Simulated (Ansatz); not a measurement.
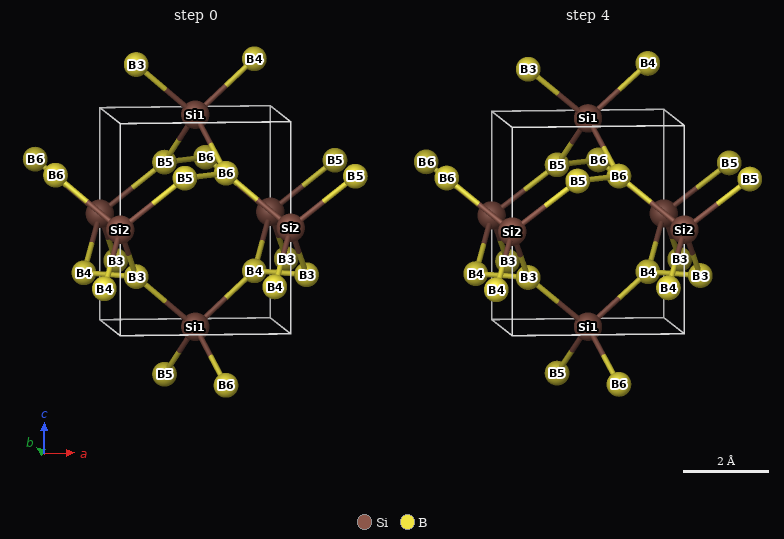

The structure of solid SiB2 (a generated structure, set up in P-4n2) before (left) and after (right) a relaxation, at one scale.

A ball-and-stick model of the cell of the calculation, seen from a free direction.

These are results of DFT PBE, scalar-relativistic, plane waves, PAW (Ansatz 0.2.0), not measurements.

Input
```yaml
crystal:
  lattice:
    - [4.0741656464, 0.0, 0.0]
    - [0.0, 4.0741656464, 0.0]
    - [0.0, 0.0, 5.0557527812]
  atoms:
    - { symbol: Si, position: [0.5, 0.5, 0.0] }
    - { symbol: Si, position: [0.0, 0.0, 0.5] }
    - { symbol: B, position: [0.1369003226, 0.3630996774, 0.25] }
    - { symbol: B, position: [0.8630996774, 0.6369003226, 0.25] }
    - { symbol: B, position: [0.3630996774, 0.8630996774, 0.75] }
    - { symbol: B, position: [0.6369003226, 0.1369003226, 0.75] }
basis:
  ecutwfc: 420
kpoints:
  mp_grid: { grid: [10, 10, 8] }
hamiltonian:
  xc: pbe
scf:
  occupations: { method: gaussian, width: 0.1 }
output:
  forces: true
  stress: true
  eigenvalues: true
  write_density: true
  write_potential: true
  elf: true
  volumetric_format: npy
relax:
  adjacent_minimum: "off"
  f_tol: 0.01
  max_steps: 80
  cell: { stress_tol: 0.05 }
```

Launched with:
```bash
ansatz run input.yaml --threads 1 --pin off --max-ram 2560MiB --backend cpu --events-out ev --progress --plain --runs-dir out
```

Q: Summarise the run.

A: After 3 accepted moves (4 points after the start) the energy has fallen by 1.2 meV per atom. The largest force component goes from 0.053 to 0.0062 eV/Å. The pressure goes from 0.11 to 0.00 GPa. The SCF was repeated once at an unchanged geometry on a basis and grid sized afresh for the cell, which shifted the energy by 0.1 meV per atom at most. The largest moves relative to the cell, 0.005 Å, are those of B3, B4, B5 and B6. B3 goes along [−1 1 0]. Si stays in place. The drawn cell changes as follows: a = b 4.074 → 4.115 Å (+1.0 %), c 5.056 → 4.965 Å (−1.8 %); the volume changes by +0.2 %. Near-neighbour distances that change, for instance: B3–B4 1.578 → 1.584 Å. The space group stays P-4n2 (No. 118).
